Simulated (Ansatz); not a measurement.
**quartet InH2O at 6 levels**

Wanted: a comparison of 6 runs (U-revPBE/STO-3G, UB3LYP/STO-3G, UBLYP/STO-3G, UPBE/STO-3G, UMP2/STO-3G, UCCSDT/STO-3G) of quartet InH2O. 

The results are computed with Ansatz 0.2.0.

46 further runs of the same task are left out: 8 that didn't finish, 38 set aside as unsound or not needed.

**1. The system as given**

The species is InH2O (4 atoms), meant as a quartet with charge 0. As SMILES of the parent species, `[OH][InH]`. The coordinates come from a PBE0-D4/def2-TZVP relaxation. That shape belongs to the parent species and isn't relaxed for this state.

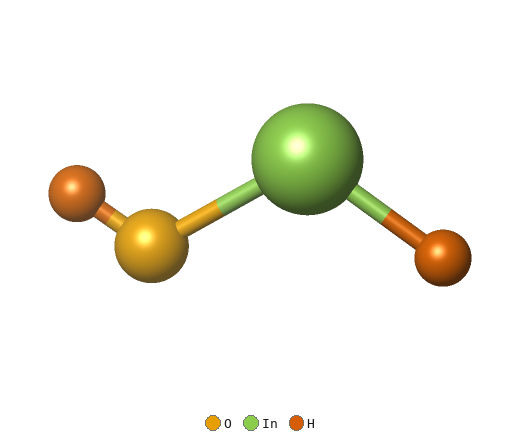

The structure, seen from a chosen angle (oxygen amber, indium green, hydrogen orange).

**2. The energy at U-revPBE/STO-3G (run 1)**

Input file input.yaml:

```yaml
basis:
  gaussian:
    orbitals: STO-3G
crystal:
  periodic: [false, false, false]
  atoms:
    - {symbol: O, position_ang: [-0.298400, -1.020600, 0.295000]}
    - {symbol: In, position_ang: [0.563900, 0.746600, -0.088500]}
    - {symbol: H, position_ang: [0.236800, -1.629400, 0.809100]}
    - {symbol: H, position_ang: [-0.446700, 1.843000, -1.036000]}
magnetization:
  spin_polarized: true
  initial_magnetization: 3
hamiltonian:
  xc: {name: revPBE}
accuracy: high
```

Launch:

```
$ ansatz run input.yaml --threads 1 --pin off --max-ram 2610MiB --events-out events.jsonl --progress --plain --runs-dir runs
```

Output:

```text
Warning: RAYON_NUM_THREADS=1 ignored (pool sized by the plan → 1); use --threads N
Functional definition: revPBE
  name "revPBE"
  parameter kappa = 1.245
  parameter beta = 0.06672455060314922
  exchange = pbe_x(kappa = kappa, mu = beta*pi^2/3)
  correlation = pbe_c(beta = beta)
617 factors; integrals over basis functions are off by at most 3.9e-9 eV
mean field evaluation 1: about -156714.6275 eV, gradient 3.6e1 eV
mean field evaluation 2: about -156684.1133 eV, gradient 6.6e1 eV
mean field evaluation 4: about -156723.7228 eV, gradient 2.1e1 eV
mean field evaluation 8: about -156727.0607 eV, gradient 1.0e1 eV
mean field evaluation 16: about -156728.3681 eV, gradient 4.8e-3 eV
mean field evaluation 32: about -156728.2279 eV, gradient 1.3e0 eV
mean field -156728.36733135 eV, -5759.6612651241 hartree, gradient 2.7e-8 eV, S^2 3.751236; 6 other end points of the search recorded, 0 dependent functions left out
reference -156728.36733386 eV, -5759.6612652166 hartree; 31, 28 occupied and 3, 6 virtual orbitals, 617 factors
Total energy: -156728.36733386 eV, -5759.6612652166 hartree
```

It took 6 s on 1 thread of Arm Neoverse V2, shared host; peak memory 0.14 GiB.

**3. A single-point energy at UB3LYP/STO-3G (run 2)**

Input file in.yaml:

```yaml
basis:
  gaussian: {orbitals: STO-3G}
crystal:
  periodic: [false, false, false]
  atoms:
    - symbol: O
      position_ang: [-0.298400, -1.020600, 0.295000]
    - symbol: In
      position_ang: [0.563900, 0.746600, -0.088500]
    - symbol: H
      position_ang: [0.236800, -1.629400, 0.809100]
    - symbol: H
      position_ang: [-0.446700, 1.843000, -1.036000]
magnetization: {spin_polarized: true, initial_magnetization: 3}
hamiltonian: {xc: {name: B3LYP}}
accuracy: high
```

Launch:

```
$ ansatz run in.yaml --threads 1 --pin off --max-ram 2610MiB --events-out events.jsonl --progress --plain --runs-dir runs
```

Output:

```text
Warning: RAYON_NUM_THREADS=1 ignored (pool sized by the plan → 1); use --threads N
Functional definition: B3LYP
  name "B3LYP"
  parameter a0 = 0.2
  parameter ax = 0.72
  parameter ac = 0.81
  exchange = (1 - a0 - ax)*slater_x + ax*b88_x + a0*exact_x
  correlation = (1 - ac)*vwn_rpa_c + ac*lyp_c
617 factors; integrals over basis functions are off by at most 3.9e-9 eV
mean field evaluation 1: about -156732.4754 eV, gradient 2.2e1 eV
mean field evaluation 2: about -156716.2152 eV, gradient 5.0e1 eV
mean field evaluation 4: about -156734.2667 eV, gradient 1.7e1 eV
mean field evaluation 8: about -156737.3251 eV, gradient 4.0e-1 eV
mean field evaluation 16: about -156737.3162 eV, gradient 1.9e-2 eV
mean field evaluation 32: about -156737.0961 eV, gradient 1.9e0 eV
mean field -156737.31620800 eV, -5759.9901302754 hartree, gradient 7.0e-8 eV, S^2 3.752395; 6 other end points of the search recorded, 0 dependent functions left out
reference -156737.31623494 eV, -5759.9901312651 hartree; 31, 28 occupied and 3, 6 virtual orbitals, 617 factors
Total energy: -156737.31623494 eV, -5759.9901312651 hartree
```

It took 4.2 s on 1 thread of Arm Neoverse V2, shared host; peak memory 0.16 GiB.

**4. A single-point energy at UBLYP/STO-3G (run 3)**

Input file molecule.yaml:

```yaml
crystal:
  periodic: [false, false, false]
  atoms:
    - symbol: O
      position_ang: [-0.298400, -1.020600, 0.295000]
    - symbol: In
      position_ang: [0.563900, 0.746600, -0.088500]
    - symbol: H
      position_ang: [0.236800, -1.629400, 0.809100]
    - symbol: H
      position_ang: [-0.446700, 1.843000, -1.036000]
basis:
  gaussian:
    orbitals: STO-3G
magnetization:
  spin_polarized: true
  initial_magnetization: 3
hamiltonian:
  xc: {name: BLYP}
accuracy: high
```

Launch:

```
$ ansatz run molecule.yaml --threads 1 --pin off --max-ram 2610MiB --events-out events.jsonl --progress --plain --runs-dir runs
```

Output:

```text
Warning: RAYON_NUM_THREADS=1 ignored (pool sized by the plan → 1); use --threads N
Functional definition: BLYP
  name "BLYP"
  parameter beta = 0.0042
  parameter a = 0.04918
  parameter b = 0.132
  parameter c = 0.2533
  parameter d = 0.349
  exchange = b88_x(beta = beta)
  correlation = lyp_c(a = a, b = b, c = c, d = d)
617 factors; integrals over basis functions are off by at most 3.9e-9 eV
mean field evaluation 1: about -156717.6180 eV, gradient 3.8e1 eV
mean field evaluation 2: about -156686.3272 eV, gradient 6.8e1 eV
mean field evaluation 4: about -156728.3591 eV, gradient 2.1e1 eV
mean field evaluation 8: about -156731.8471 eV, gradient 1.1e1 eV
mean field evaluation 16: about -156733.3221 eV, gradient 1.6e-1 eV
mean field evaluation 32: about -156733.2196 eV, gradient 3.0e0 eV
mean field -156733.32234548 eV, -5759.8433585350 hartree, gradient 3.5e-8 eV, S^2 3.751118; 6 other end points of the search recorded, 0 dependent functions left out
reference -156733.32238216 eV, -5759.8433598826 hartree; 31, 28 occupied and 3, 6 virtual orbitals, 617 factors
Total energy: -156733.32238216 eV, -5759.8433598826 hartree
```

It took 6 s on 1 thread of Arm Neoverse V2, shared host; peak memory 0.13 GiB.

Runs 4 to 5 aren't shown in full; the table further down has their settings and results.

**5. A single-point energy at UCCSDT/STO-3G (run 6)**

Changes to molecule.yaml since step 4:

```diff
@@ -14,2 +14,5 @@
     orbitals: STO-3G
+accuracy: high
+scf:
+  omitted_lower_state_checks: [cluster_reference, increment]
 magnetization:
@@ -17,4 +20,4 @@
   initial_magnetization: 3
-hamiltonian:
-  xc: {name: BLYP}
-accuracy: high
+correlation:
+  method: ccsdt
+  frozen_orbitals: {H: 0, In: 18, O: 1}
```

Launch:

```
$ ansatz run molecule.yaml --threads 1 --pin off --max-ram 2610MiB --events-out events.jsonl --progress --plain --runs-dir runs
```

Output, shortened:

```text
Warning: RAYON_NUM_THREADS=1 ignored (pool sized by the plan → 1); use --threads N
Functional definition: HF
  name "HF"
[...]
617 factors; integrals over basis functions are off by at most 3.9e-9 eV
[...]
mean field -156675.00166103 eV, -5757.7001129124 hartree, gradient 2.3e-8 eV, S^2 3.755499; 3 other end points of the search recorded, 0 dependent functions left out
19 core orbitals not correlated: weight in the atoms' cores, before any rotation towards them, 1.000 or more for the frozen orbitals, at most 0.000 for the correlated occupied ones
reference -156675.00166103 eV, -5757.7001129124 hartree; 12, 9 occupied and 3, 6 virtual orbitals, 617 factors
second order -0.93417124 eV of doubles, -0.00000000 eV of singles
cycle   1  -1.20924046 eV  change   -2.8e-1 eV  update   5.0e-2
[...]
cycle  45  -1.42929475 eV  change  -5.3e-10 eV  update   2.6e-9
Total energy: -156676.43095578 eV, -5757.7526385258 hartree
Checks for a lower state left out: cluster_reference, increment
```

It took 2.1 s on 1 thread of Arm Neoverse V2, shared host; peak memory 0.12 GiB.

**6. Overview of the runs**

| run | level | frozen core orbitals | energy (Eh) | ⟨S²⟩ | wall time |
| --- | --- | --- | --- | --- | --- |
| 1 | U-revPBE/STO-3G | – | -5759.661265 | 3.751 | 6 s |
| 2 | UB3LYP/STO-3G | – | -5759.990131 | 3.752 | 4.2 s |
| 3 | UBLYP/STO-3G | – | -5759.843360 | 3.751 | 6 s |
| 4 | UPBE/STO-3G | – | -5759.331361 | 3.751 | 6 s |
| 5 | UMP2/STO-3G | 19 | -5757.734443 | 3.755 | 0.72 s |
| 6 | UCCSDT/STO-3G | 19 | -5757.752639 | 3.755 | 2.1 s |

**7. Outcome**

| quantity | value |
| --- | --- |
| run 6: total energy | -5757.75264 Eh |
| run 6: correlation energy (19 core orbitals frozen) | -52.5 mEh |
| run 6: ⟨S²⟩ of the reference determinant | 3.755 |
| run 6: T1 diagnostic | 0.009 |

Totals of different functionals can't be ranked against each other. In runs 1, 2, 3, 4, 5, 6 the basis is minimal, so the values are rough. In runs 1, 2, 3, 4, 5, 6 relativity is left out where basis or elements ask for it. All runs together took 25 s, the longest 6 s.
